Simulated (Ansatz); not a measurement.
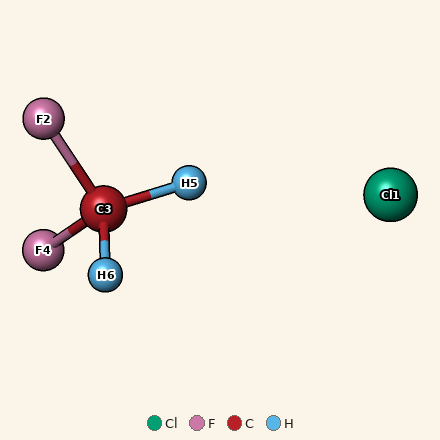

The system is the pair Cl···CH₂F₂, charge −1; the picture shows the reference structure. The turn is about an axis along (−0.99, −0.10, −0.06) in the frame of the relaxed pair, normal to the line between the partners. The first coordinate is: distance H5···Cl1; the second: turn of Cl1 about H5. The scan uses a 13 × 13 grid. Points are written as (first, second). Energies: kJ/mol, counted from the lowest grid point. Method: Ansatz 0.2.0, RKS CAM-B3LYP-D4/def2-SVPD.

Its coordinates:

```
atom    x (Å)    y (Å)    z (Å)
  Cl   0.1731   0.0584  -2.8869
   F  -1.1187  -0.5505   1.1106
   C  -0.0340   0.0264   0.5026
   F   1.0639  -0.3226   1.2454
   H   0.0671  -0.3281  -0.5351
   H  -0.1516   1.1164   0.5632
```

Range: distance H5···Cl1 from 2.004 to 4.604 Å; turn of Cl1 about H5 from −60 to 60°.

Predict the map.

Answer. The lowest grid point is at (2.377 Å, 0°). It is the only kind of minimum in the scanned range. The highest grid point, (2.004 Å, −60°), lies 178.1 kJ/mol above the lowest.

```tsv
turn of Cl1 about H5 ↓, distance H5···Cl1 →	2.004	2.084	2.216	2.377	2.563	2.767	2.989	3.227	3.478	3.742	4.018	4.306	4.604
60	27.9	21.8	16.1	13.9	15.1	18.6	23.2	27.9	32.3	36.2	39.4	42.2	44.4
50	20.8	15.5	10.8	9.5	11.4	15.3	20.2	25.2	29.7	33.7	37.1	40.0	42.3
40	15.8	11.0	6.8	6.0	8.3	12.5	17.6	22.7	27.4	31.5	35.1	38.0	40.5
30	12.6	7.9	4.0	3.4	5.7	10.1	15.3	20.6	25.4	29.6	33.2	36.3	38.9
20	11.2	6.3	2.2	1.5	3.8	8.1	13.4	18.7	23.6	27.9	31.6	34.8	37.4
10	11.5	6.2	1.5	0.3	2.3	6.5	11.7	17.0	22.0	26.3	30.1	33.4	36.2
0	13.8	7.7	2.0	0.0	1.4	5.2	10.3	15.5	20.5	24.9	28.8	32.2	35.0
−10	18.2	10.9	3.7	0.4	0.9	4.2	8.9	14.0	19.0	23.5	27.5	31.0	33.9
−20	25.5	16.3	6.8	1.6	0.8	3.2	7.4	12.4	17.4	22.0	26.1	29.7	32.8
−30	37.4	25.4	12.4	4.2	1.2	2.3	5.8	10.5	15.4	20.2	24.5	28.3	31.5
−40	58.4	41.8	22.7	9.6	3.0	1.8	4.1	8.2	13.0	17.9	22.5	26.6	30.1
−50	98.1	73.5	44.1	21.9	8.5	2.9	2.7	5.6	10.1	15.1	20.0	24.4	28.3
−60	178.1	139.3	90.7	51.1	24.1	9.3	3.3	3.3	6.7	11.6	16.8	21.7	26.2
```

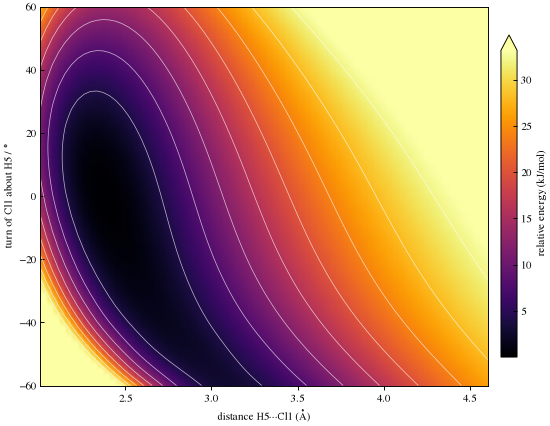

The picture shows a smooth colour map with a few white contour lines, one colour for all values above the top of the scale. Between grid points the surface is interpolated.

The whole map (169 points run) took 12 min on 1 thread of Arm Neoverse V1, on a shared host.
